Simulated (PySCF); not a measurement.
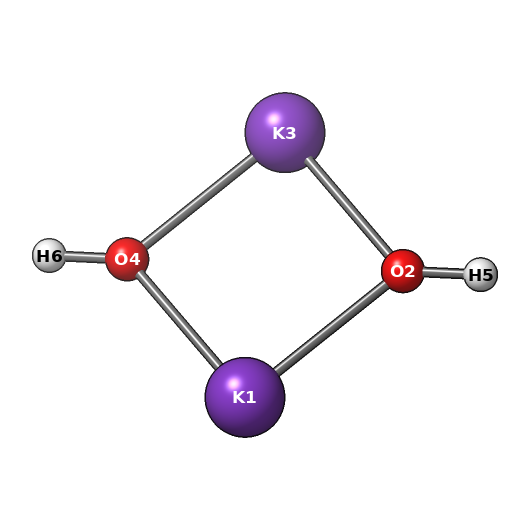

The geometry was computed by an optimisation with PBE0-D3(BJ)/def2-SVP. No frequency run is at hand to confirm it as a minimum. Level of theory: delta-SCF UKS SCAN, pcX-2 on the ionised atom (unc-x2c-TZVPall on a metal), pcseg-1 elsewhere, spin-free X2C (PySCF 2.14.0).

Give the core-electron binding energies (to vacuum) of O2 1s.

| atom | level | binding energy (eV) |
| --- | --- | --- |
| O2 | 1s | 534.1 |
